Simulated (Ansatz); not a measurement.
# SiAs+ (triplet): one geometry, many settings

What do other methods and options give for SiAs+ (triplet) at this geometry, and how long do they take?

Method: the settings change from run to run; program: Ansatz 0.2.0, Gaussian basis.

6 further runs of the same task are left out: 6 set aside as unsound or not needed. Runs told in other sessions of the task aren't counted.

## (1) What is computed

The geometry is a PBE0/def2-TZVP stationary point (not a proven minimum) of the parent state, kept for this charge and spin. No spin-orbit coupling is included. The filled d shell of As may be among the frozen orbitals whatever the setting's name suggests.

2 atoms, charge 1, spin multiplicity 3.

Atoms are counted from 1 here; the program's logs count them from 0.

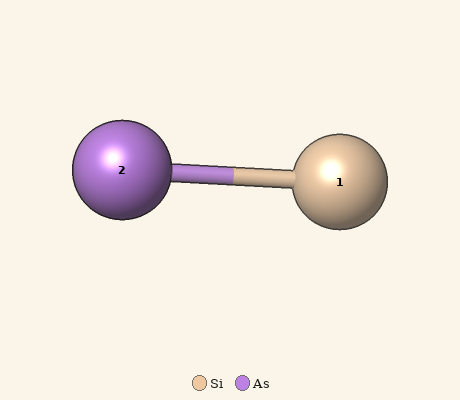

The geometry (silicon light orange, arsenic purple); atoms are numbered from 1 in the order of the file.

Geometry (Å):

```xyz
2
charge 1, multiplicity 3
Si    0.0000    0.0000    0.0000
As    0.0000    0.0000    2.3396
```

## (2) CCSD/def2-SVPD

The input, in.yaml:

```yaml
crystal:
  periodic: [false, false, false]
  atoms:
    - {symbol: Si, position_ang: [0.000000, 0.000000, 0.000000]}
    - {symbol: As, position_ang: [0.000000, 0.000000, 2.339600]}
basis:
  gaussian: {orbitals: def2-SVPD}
total_charge: 1
magnetization: {spin_polarized: true, initial_magnetization: 2}
hamiltonian: {xc: {name: r2SCAN}}
correlation: {method: ccsd, electrons: valence}
scf: {lower_state_search: off}
```

Launch:

```console
$ ansatz run in.yaml --threads 1 --pin off --events-out ev --progress --plain --max-ram 2393MiB
```

Standard output, cut to the lines that bear on the results:

```text
Functional definition: r2SCAN
  name "r2SCAN"
  cite "Furness, Kaplan, Ning, Perdew & Sun, J. Phys. Chem. Lett. 11, 8208 (2020) doi:10.1021/acs.jpclett.0c02405"
  cite "Furness, Kaplan, Ning, Perdew & Sun, J. Phys. Chem. Lett. 11, 9248 (2020) doi:10.1021/acs.jpclett.0c03077"
  parent r2scan
[...]
590 factors; integrals over basis functions are off by at most 7.7e-4 eV
[...]
mean field -68697.42620963 eV, -2524.5838484159 hartree, gradient 1.4e-6 eV, S^2 2.008026; 0 other end points of the search recorded, 0 dependent functions left out
14 core orbitals not correlated: weight in the atoms' cores, before any rotation towards them, 1.000 or more for the frozen orbitals, at most 0.000 for the correlated occupied ones
reference -68638.62042919 eV, -2522.4227758446 hartree; 10, 8 occupied and 38, 40 virtual orbitals, 590 factors
second order -7.21489012 eV of doubles, -0.35701332 eV of singles
cycle   1  -7.46473204 eV  change    9.5e-2 eV  update   8.5e-2
[...]
cycle  10  -7.82130240 eV  change    2.4e-6 eV  update   1.1e-5
Total energy: -68646.44173158 eV, -2522.7102034063 hartree
Checks for a lower state left out: stability, starts, cluster_reference, orbital_swaps, neighbouring_geometries, increment
```

Run time: 3.9 s. Hardware: 1 thread of AMD EPYC 7R43, shared host.

From the report: ⟨S²⟩ of the determinant 2.008 (pure triplet: 2.00); correlation -7.8213 eV; T1 0.015; largest double amplitude 0.06. The orbitals are Kohn-Sham ones, so correlation energy and T1 don't compare with those on Hartree-Fock orbitals.

## (3) CASSCF(6,5)/6-31G

The input, in.yaml:

```yaml
crystal:
  periodic: [false, false, false]
  atoms:
    - {symbol: Si, position_ang: [0.000000, 0.000000, 0.000000]}
    - {symbol: As, position_ang: [0.000000, 0.000000, 2.339600]}
basis:
  gaussian: {orbitals: 6-31G}
total_charge: 1
magnetization: {spin_polarized: false, initial_magnetization: 2}
hamiltonian: {pseudopotentials: {relativity: none}}
correlation: {active_space: {window: {electrons: 6, orbitals: 5}}}
```

Launched as before.

Standard output, cut to the lines that bear on the results:

```text
Functional definition: HF
  name "HF"
  cite "Fock, Z. Phys. 61, 126 (1930) doi:10.1007/BF01340294"
  parent pbe
[...]
390 factors; integrals over basis functions are off by at most 4.1e-4 eV
[...]
mean field -68638.40323514 eV, -2522.4147941106 hartree, gradient 2.2e-6 eV, S^2 2.000000; 10 other end points of the search recorded, 0 dependent functions left out
reference -68638.40323514 eV, -2522.4147941106 hartree; 24, 22 occupied and 18, 20 virtual orbitals, 390 factors
state -68638.84899356 eV, -2522.4311754303 hartree
Total energy: -68638.84899356 eV, -2522.4311754303 hartree
```

Run time: 6 s. Hardware: 1 thread of AMD EPYC 7R43, shared host.

From the report: 100 determinants; active occupations 2.00, 1.96, 1.00, 1.00, 0.04.

## (4) MRCISD+Q(2,4)/6-31G

Edit in.yaml of step 3 so:

```diff
@@ -9,3 +9,2 @@
 magnetization: {spin_polarized: false, initial_magnetization: 2}
-hamiltonian: {pseudopotentials: {relativity: none}}
-correlation: {active_space: {window: {electrons: 6, orbitals: 5}}}
+correlation: {method: fic_mrcisd_q, electrons: outside_noble_gas, active_space: {window: {electrons: 2, orbitals: 4}}}
```

The command is unchanged.

Standard output, cut to the lines that bear on the results:

```text
Functional definition: HF
  name "HF"
  cite "Fock, Z. Phys. 61, 126 (1930) doi:10.1007/BF01340294"
  parent pbe
[...]
390 factors; integrals over basis functions are off by at most 4.1e-4 eV
[...]
mean field -68638.40323514 eV, -2522.4147941105 hartree, gradient 1.5e-6 eV, S^2 2.000000; 10 other end points of the search recorded, 0 dependent functions left out
reference -68638.40323514 eV, -2522.4147941105 hartree; 24, 22 occupied and 18, 20 virtual orbitals, 390 factors
state -68638.52330678 eV, -2522.4192066619 hartree
contracted CI cycle   1: correlation 0.00000000 eV, 0.0000000000 hartree, residual 8.95e0 eV
contracted CI cycle   2: correlation -1.97321606 eV, -0.0725143527 hartree, residual 2.18e0 eV
contracted CI cycle   3: correlation -2.14382236 eV, -0.0787840185 hartree, residual 8.04e-1 eV
contracted CI cycle   4: correlation -2.16307047 eV, -0.0794913737 hartree, residual 2.59e-1 eV
contracted CI cycle   5: correlation -2.16510229 eV, -0.0795660415 hartree, residual 1.03e-1 eV
contracted CI cycle   6: correlation -2.16547453 eV, -0.0795797213 hartree, residual 4.57e-2 eV
contracted CI cycle   7: correlation -2.16554384 eV, -0.0795822683 hartree, residual 1.91e-2 eV
contracted CI cycle   8: correlation -2.16555522 eV, -0.0795826863 hartree, residual 7.67e-3 eV
contracted CI cycle   9: correlation -2.16555686 eV, -0.0795827467 hartree, residual 2.50e-3 eV
contracted CI cycle  10: correlation -2.16555704 eV, -0.0795827534 hartree, residual 9.31e-4 eV
state -68638.52330678 eV, -2522.4192066619 hartree; corrected -68640.87574649 eV, -2522.5056572270 hartree
Total energy: -68640.87574649 eV, -2522.5056572270 hartree
```

Run time: 5.5 s. Hardware: 1 thread of AMD EPYC 7R43, shared host.

From the report: 8 determinants; active occupations 0.99, 0.99, 0.01, 0.01.

## (5) CASSCF(6,5)/def2-mTZVP

The input, in.yaml:

```yaml
crystal:
  periodic: [false, false, false]
  atoms:
    - {symbol: Si, position_ang: [0.000000, 0.000000, 0.000000]}
    - {symbol: As, position_ang: [0.000000, 0.000000, 2.339600]}
basis:
  gaussian: {orbitals: def2-mTZVP}
total_charge: 1
magnetization: {spin_polarized: false, initial_magnetization: 2}
correlation: {active_space: {window: {electrons: 6, orbitals: 5}}}
```

Same command.

Standard output, cut to the lines that bear on the results:

```text
Functional definition: HF
  name "HF"
  cite "Fock, Z. Phys. 61, 126 (1930) doi:10.1007/BF01340294"
  parent pbe
[...]
554 factors; integrals over basis functions are off by at most 9.5e-4 eV
[...]
mean field -68648.89994305 eV, -2522.8005410114 hartree, gradient 2.5e-6 eV, S^2 2.000000; 10 other end points of the search recorded, 0 dependent functions left out
reference -68648.89994305 eV, -2522.8005410114 hartree; 24, 22 occupied and 34, 36 virtual orbitals, 554 factors
state -68649.36428972 eV, -2522.8176054369 hartree
[...]
Total energy: -68649.36428972 eV, -2522.8176054369 hartree
```

Run time: 14 s. Hardware: 1 thread of AMD EPYC 7R43, shared host.

From the report: 100 determinants; active occupations 2.00, 1.94, 1.00, 1.00, 0.05.

## (6) CCSD on ROHF/cc-pVTZ

The input, in.yaml:

```yaml
crystal:
  periodic: [false, false, false]
  atoms:
    - {symbol: Si, position_ang: [0.000000, 0.000000, 0.000000]}
    - {symbol: As, position_ang: [0.000000, 0.000000, 2.339600]}
basis:
  gaussian: {orbitals: cc-pVTZ, fitting: {mean_field: def2-universal-jkfit}, point_charges: [{charge: 0.50, position_ang: [2.982, 0.681, -0.878]}]}
total_charge: 1
magnetization: {spin_polarized: false, initial_magnetization: 2}
correlation: {method: ccsd, electrons: outside_noble_gas, diis_vectors: 2}
accuracy: high
scf: {lower_state_search: off}
output: {forces: true}
```

The command is unchanged.

Standard output, cut to the lines that bear on the results:

```text
Functional definition: HF
  name "HF"
  cite "Fock, Z. Phys. 61, 126 (1930) doi:10.1007/BF01340294"
  parent pbe
[...]
394 factors; integrals over basis functions are off by at most 2.4e-1 eV
[...]
mean field -68648.54994140 eV, -2522.7876786879 hartree, gradient 1.2e-8 eV, S^2 2.000000; 0 other end points of the search recorded, 0 dependent functions left out
19 core orbitals not correlated: weight in the atoms' cores, before any rotation towards them, 1.000 or more for the frozen orbitals, at most 0.000 for the correlated occupied ones
reference -68648.54994140 eV, -2522.7876786879 hartree; 5, 3 occupied and 53, 55 virtual orbitals, 394 factors
second order -4.22907872 eV of doubles, -0.06402953 eV of singles
cycle   1  -4.85138985 eV  change   -5.6e-1 eV  update   8.0e-2
[...]
cycle  55  -5.12340917 eV  change   6.6e-11 eV  update  9.0e-10
[...]
Total energy: -68653.67335056 eV, -2522.9759605020 hartree
Atom 0 at     0.000000     0.000000     0.000000 Å, force    -0.251111    -0.057346     0.402773 eV/Å
Atom 1 at     0.000000     0.000000     2.339600 Å, force    -0.145850    -0.033308    -0.171464 eV/Å
Dipole moment:    -0.206273    -0.047107    -0.482136 e Å
Checks for a lower state left out: starts, cluster_reference, orbital_swaps, neighbouring_geometries, increment
```

It took 15 s on 1 thread of AMD EPYC 7R43, shared host; peak memory 0.3 GiB.

From the report: correlation -5.1234 eV; T1 0.034; largest double amplitude 0.07.

## (7) CCSD on ROHF/cc-pVTZ

The input, in.yaml:

```yaml
crystal:
  periodic: [false, false, false]
  atoms:
    - {symbol: Si, position_ang: [0.000000, 0.000000, 0.000000]}
    - {symbol: As, position_ang: [0.000000, 0.000000, 2.339600]}
basis:
  gaussian: {orbitals: cc-pVTZ}
total_charge: 1
magnetization: {spin_polarized: false, initial_magnetization: 2}
correlation: {method: ccsd, electrons: outside_noble_gas}
```

Launched as before.

Standard output, cut to the lines that bear on the results:

```text
Functional definition: HF
  name "HF"
  cite "Fock, Z. Phys. 61, 126 (1930) doi:10.1007/BF01340294"
  parent pbe
[...]
497 factors; integrals over basis functions are off by at most 9.3e-4 eV
[...]
mean field -68650.53289175 eV, -2522.8605507694 hartree, gradient 2.7e-6 eV, S^2 2.000000; 12 other end points of the search recorded, 0 dependent functions left out
[...]
determinant -68650.53289175 eV, -2522.8605507694 hartree, with singles and doubles -68655.66834162 eV, -2523.0492750712 hartree
determinant -68649.38969493 eV, -2522.8185390610 hartree, with singles and doubles -68655.06565247 eV, -2523.0271266534 hartree
determinant -68647.70425862 eV, -2522.7566004190 hartree, with singles and doubles -68652.73413182 eV, -2522.9414448497 hartree
determinant -68647.08567383 eV, -2522.7338678474 hartree, with singles and doubles -68652.23523084 eV, -2522.9231105769 hartree
19 core orbitals not correlated: weight in the atoms' cores, before any rotation towards them, 1.000 or more for the frozen orbitals, at most 0.000 for the correlated occupied ones
reference -68650.53289175 eV, -2522.8605507694 hartree; 5, 3 occupied and 53, 55 virtual orbitals, 497 factors
second order -4.18174941 eV of doubles, -0.06660552 eV of singles
cycle   1  -5.06475921 eV  change   -2.2e-1 eV  update   2.0e-2
[...]
cycle  10  -5.07842567 eV  change    6.9e-7 eV  update   4.8e-6
Total energy: -68655.61131742 eV, -2523.0471794705 hartree
```

Wall time 24 s (1 thread of AMD EPYC 7R43, shared host).

From the report: correlation -5.0784 eV; T1 0.029; largest double amplitude 0.06.

## (8) BCCD(T) on ROHF/cc-pVDZ

The input, in.yaml:

```yaml
crystal:
  periodic: [false, false, false]
  atoms:
    - {symbol: Si, position_ang: [0.000000, 0.000000, 0.000000]}
    - {symbol: As, position_ang: [0.000000, 0.000000, 2.339600]}
basis:
  gaussian: {orbitals: cc-pVDZ}
total_charge: 1
magnetization: {spin_polarized: false, initial_magnetization: 2}
correlation: {method: bccd_t, electrons: valence}
accuracy: high
scf: {lower_state_search: full}
```

The command is unchanged.

Standard output, cut to the lines that bear on the results:

```text
Functional definition: HF
  name "HF"
  cite "Fock, Z. Phys. 61, 126 (1930) doi:10.1007/BF01340294"
  parent pbe
[...]
837 factors; integrals over basis functions are off by at most 4.5e-9 eV
[...]
mean field -68648.30937277 eV, -2522.7788379541 hartree, gradient 1.4e-8 eV, S^2 2.000000; 19 other end points of the search recorded, 0 dependent functions left out
[...]
determinant -68648.30937277 eV, -2522.7788379541 hartree, with singles and doubles -68653.00697600 eV, -2522.9514716885 hartree
determinant -68647.14851569 eV, -2522.7361772430 hartree, with singles and doubles -68652.41681806 eV, -2522.9297837843 hartree
determinant -68645.49954587 eV, -2522.6755787199 hartree, with singles and doubles -68650.02141874 eV, -2522.8417544827 hartree
determinant -68644.85913746 eV, -2522.6520441448 hartree, with singles and doubles -68649.49153433 eV, -2522.8222815900 hartree
determinant -68641.55723387 eV, -2522.5307014262 hartree, with singles and doubles -68647.77153663 eV, -2522.7590728403 hartree
14 core orbitals not correlated: weight in the atoms' cores, before any rotation towards them, 1.000 or more for the frozen orbitals, at most 0.000 for the correlated occupied ones
reference -68648.30937277 eV, -2522.7788379541 hartree; 10, 8 occupied and 21, 23 virtual orbitals, 837 factors
second order -3.78373883 eV of doubles, -0.06408050 eV of singles
cycle   1  -4.68947778 eV  change    8.1e-3 eV  update   1.3e-2
[...]
cycle  21  -4.68424171 eV  change  -6.9e-10 eV  update  9.7e-10
perturbative correction -0.19927391 eV, -0.0073231810 hartree
Total energy: -68653.19288840 eV, -2522.9583038431 hartree
```

It took 21 s on 1 thread of AMD EPYC 7R43, shared host.

From the report: correlation -4.8835 eV; largest double amplitude 0.07.

## (9) CCSD(T) on UHF/cc-pVTZ-DK

The input, in.yaml:

```yaml
crystal:
  periodic: [false, false, false]
  atoms:
    - {symbol: Si, position_ang: [0.000000, 0.000000, 0.000000]}
    - {symbol: As, position_ang: [0.000000, 0.000000, 2.339600]}
basis:
  gaussian: {orbitals: cc-pVTZ-DK}
total_charge: 1
magnetization: {spin_polarized: true, initial_magnetization: 2}
correlation: {method: ccsd_t, electrons: outside_noble_gas}
```

Launched as before.

Standard output, cut to the lines that bear on the results:

```text
Functional definition: HF
  name "HF"
  cite "Fock, Z. Phys. 61, 126 (1930) doi:10.1007/BF01340294"
  parent pbe
[...]
497 factors; integrals over basis functions are off by at most 9.3e-4 eV
[...]
mean field -69341.69092785 eV, -2548.2601401122 hartree, gradient 2.1e-6 eV, S^2 2.072150; 24 other end points of the search recorded, 0 dependent functions left out
determinant -69341.69092785 eV, -2548.2601401122 hartree, with singles and doubles -69346.69019916 eV, -2548.4438599442 hartree
determinant -69341.16746033 eV, -2548.2409030357 hartree, with singles and doubles -69346.01148502 eV, -2548.4189176596 hartree
determinant -69340.82215649 eV, -2548.2282133536 hartree, with singles and doubles -69345.95195234 eV, -2548.4167298741 hartree
determinant -69340.80783805 eV, -2548.2276871608 hartree, with singles and doubles -69346.04708702 eV, -2548.4202260089 hartree
[...]
determinant -69338.36783639 eV, -2548.1380187535 hartree, with singles and doubles -69343.26838021 eV, -2548.3181104172 hartree
determinant -69341.68908525 eV, -2548.2600723980 hartree, with singles and doubles -69346.69375610 eV, -2548.4439906595 hartree
determinant -69341.69092785 eV, -2548.2601401122 hartree, with singles and doubles -69346.64466635 eV, -2548.4421866442 hartree
determinant -69341.68908525 eV, -2548.2600723980 hartree, with singles and doubles -69346.64580841 eV, -2548.4422286142 hartree
19 core orbitals not correlated: weight in the atoms' cores, before any rotation towards them, 1.000 or more for the frozen orbitals, at most 0.000 for the correlated occupied ones
reference -69341.68908525 eV, -2548.2600723980 hartree; 5, 3 occupied and 53, 55 virtual orbitals, 497 factors
second order -4.09564700 eV of doubles, -0.00000000 eV of singles
cycle   1  -4.95672322 eV  change   -6.8e-8 eV  update   2.0e-6
perturbative correction -0.25068803 eV, -0.0092126152 hartree
Total energy: -69346.89649651 eV, -2548.4514412320 hartree
Relativity: scalar
```

Run time: 68 s. Hardware: 1 thread of AMD EPYC 7R43, shared host.

From the report: ⟨S²⟩ of the determinant 2.015 (pure triplet: 2.00); correlation -5.2074 eV; T1 0.029; largest double amplitude 0.06.

## (10) CCSD(T) on UHF/def2-SVPD

Edit in.yaml of step 9 so:

```diff
@@ -6,3 +6,3 @@
 basis:
-  gaussian: {orbitals: cc-pVTZ-DK}
+  gaussian: {orbitals: def2-SVPD}
 total_charge: 1
@@ -10 +10,2 @@
 correlation: {method: ccsd_t, electrons: outside_noble_gas}
+output: {forces: true}
```

The command is unchanged.

Standard output, cut to the lines that bear on the results:

```text
Functional definition: HF
  name "HF"
  cite "Fock, Z. Phys. 61, 126 (1930) doi:10.1007/BF01340294"
  parent pbe
[...]
590 factors; integrals over basis functions are off by at most 7.7e-4 eV
[...]
mean field -68639.14860246 eV, -2522.4421858544 hartree, gradient 2.9e-6 eV, S^2 2.038604; 24 other end points of the search recorded, 0 dependent functions left out
determinant -68639.14860246 eV, -2522.4421858544 hartree, with singles and doubles -68643.45395343 eV, -2522.6004045844 hartree
determinant -68638.54755261 eV, -2522.4200976798 hartree, with singles and doubles -68642.79622913 eV, -2522.5762336623 hartree
determinant -68638.18754040 eV, -2522.4068674754 hartree, with singles and doubles -68642.69599823 eV, -2522.5725502444 hartree
determinant -68638.17309957 eV, -2522.4063367843 hartree, with singles and doubles -68642.78814120 eV, -2522.5759364362 hartree
[...]
determinant -68639.14829800 eV, -2522.4421746658 hartree, with singles and doubles -68643.44816386 eV, -2522.6001918216 hartree
19 core orbitals not correlated: weight in the atoms' cores, before any rotation towards them, 1.000 or more for the frozen orbitals, at most 0.000 for the correlated occupied ones
reference -68639.14829800 eV, -2522.4421746658 hartree; 5, 3 occupied and 38, 40 virtual orbitals, 590 factors
second order -3.38939361 eV of doubles, -0.00000000 eV of singles
cycle   1  -4.29986626 eV  change   -4.0e-7 eV  update   3.5e-6
[...]
cycle   5  -4.29986729 eV  change    5.2e-8 eV  update   8.9e-7
perturbative correction -0.18094193 eV, -0.0066494932 hartree
[...]
Total energy: -68643.62910722 eV, -2522.6068413675 hartree
Atom 0 at     0.000000     0.000000     0.000000 Å, force     0.000000    -0.000000    -0.238540 eV/Å
Atom 1 at     0.000000     0.000000     2.339600 Å, force    -0.000000     0.000000     0.238540 eV/Å
Dipole moment:     0.000006     0.000000    -0.674120 e Å
```

Run time: 62 s. Hardware: 1 thread of AMD EPYC 7R43, shared host.

From the report: ⟨S²⟩ of the determinant 2.015 (pure triplet: 2.00); correlation -4.4808 eV; T1 0.030; largest double amplitude 0.06.

## (11) All runs side by side

Where basis and cores are those of an earlier UCCSDT(Q)/cc-pVTZ run (-68655.9384 eV), and the records show the same count of frozen orbitals and kind of state, the miss against it is given; a blank cell means that this couldn't be shown.

| level | correlated | functions | energy (eV) | from UCCSDT(Q) (meV) | time |
| --- | --- | --- | --- | --- | --- |
| CCSD/def2-SVPD (on r2SCAN orbitals) | valence | 62 | -68646.4417 |  | 3.9 s |
| CASSCF(6,5)/6-31G |  | 42 | -68638.8490 |  | 6 s |
| MRCISD+Q(2,4)/6-31G | outside noble gas | 42 | -68640.8757 |  | 5.5 s |
| CASSCF(6,5)/def2-mTZVP |  | 58 | -68649.3643 |  | 14 s |
| CCSD on ROHF/cc-pVTZ (beside a point charge) | outside noble gas | 77 | -68653.6734 |  | 15 s |
| CCSD on ROHF/cc-pVTZ | outside noble gas | 77 | -68655.6113 | 327.0 | 24 s |
| BCCD(T) on ROHF/cc-pVDZ | valence | 45 | -68653.1929 |  | 21 s |
| CCSD(T) on UHF/cc-pVTZ-DK | outside noble gas | 77 | -69346.8965 |  | 68 s |
| CCSD(T) on UHF/def2-SVPD | outside noble gas | 62 | -68643.6291 |  | 62 s |

## (12) Results

```
quantity                                       value
    runs                                           9
quickest  CCSD/def2-SVPD (on r2SCAN orbitals), 3.9 s
 slowest             CCSD(T) on UHF/cc-pVTZ-DK, 68 s
```

In words: Total energies in different bases, with other cores or another treatment of relativity can't be set against each other. «valence» and «outside noble gas» are the program's key words; the logs give how many orbitals each freezes, and for Ga to Kr the 3d shell needn't follow the word's plain sense. CCSD(T) on UHF/cc-pVTZ-DK took 18 times as long as CCSD/def2-SVPD (on r2SCAN orbitals); the jobs differ in more than the method.
